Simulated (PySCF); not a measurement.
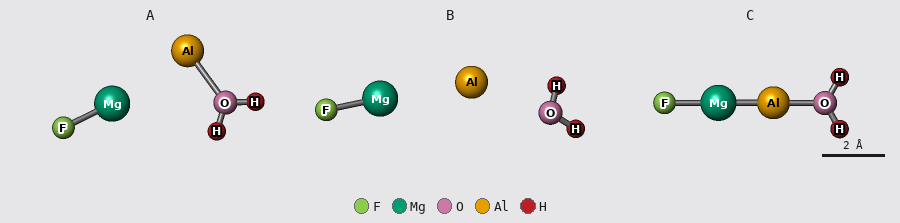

3 geometries from one relaxation of MgAlH₂OF, in shuffled order. The picture is a ball-and-stick view, seen face on.

It is one of the separated reactants of a reaction.

All numbers below come from RKS PBE-D4/def2-SVP, density fitting in PySCF. 

Put them in the order of the run, from the start to the converged end.

Answer. C, B, A. They are steps 0, 19, 46, at +156.7 kcal/mol, +14.3 kcal/mol relative to the last. The largest move after the best rigid fit is that of the Al atom, 1.81 Å. By element the largest moves are Al 1.81 Å, H 0.95 Å, F 0.84 Å, Mg 0.22 Å, O 0.08 Å. Among the contacts that change: Al–Mg 1.787 → 3.024 Å, Al–O 1.675 → 2.149 Å, F–Mg 1.750 → 1.797 Å, H–O 0.970 → 0.976 Å. Bonds break, among them: Al–Mg (1.79 → 3.02 Å). Bond angles that change, for instance: H–O–H 121.1° → 108.4°, Al–O–H 119.5° → 127.1°, Al–O–H 119.5° → 122.9°. After 46 geometry steps the energy has fallen by 156.7 kcal/mol.
